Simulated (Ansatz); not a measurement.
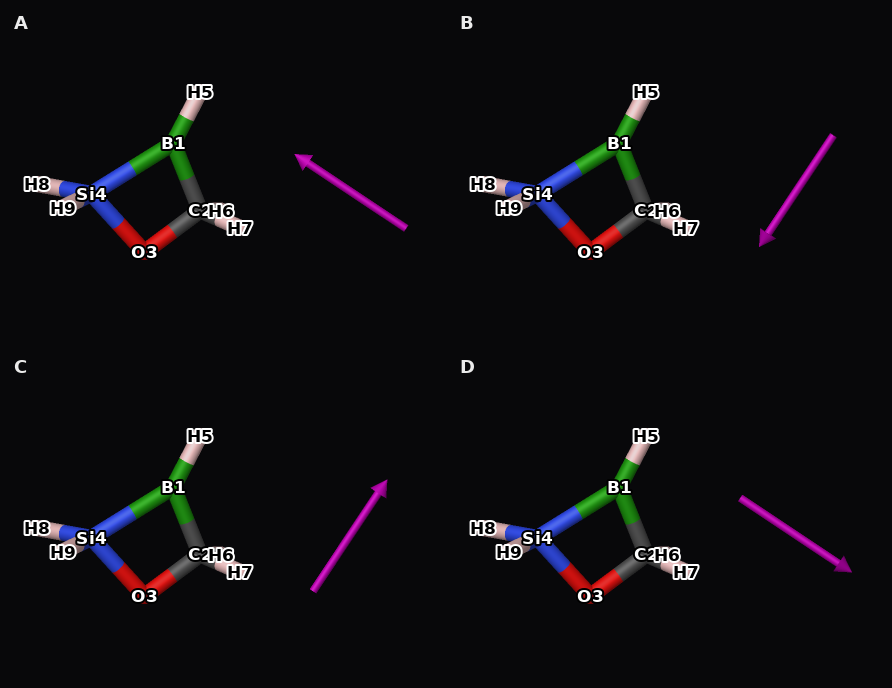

The same molecule four times, each with an arrow. The computed structure is the end point of a PBE-D4/def2-SVP optimisation. No frequency run is at hand to confirm it as a minimum. Properties computed with RKS PBE-D4/def2-SVP (Ansatz 0.2.0).

> Which arrow points along the dipole moment, from the negative to the positive end?

C. The dipole moment is 1.47 D; it points from the side of O3, H8, H9 to the side of H5 (the outermost atoms at the two ends).
